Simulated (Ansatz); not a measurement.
Consider MgS in the rock salt structure (space group Fm-3m, No. 225; a = 5.1820 Å).

The change: an isotropic linear strain of −2.50 %; the atoms relax in the strained cell.

All numbers come from PBEsol in Ansatz (plane waves to 420 eV, PAW, no spin-orbit coupling).

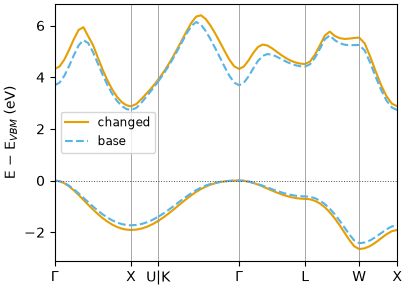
Fig. 1. Highest valence and lowest conduction band along the path, each from its own valence-band maximum

Q: Read the changed gap and its character from the plot.

A: About 2.9 eV, indirect, Γ → X.

No phonon test of stability was made.

Ansatz is a program for electronic structure.
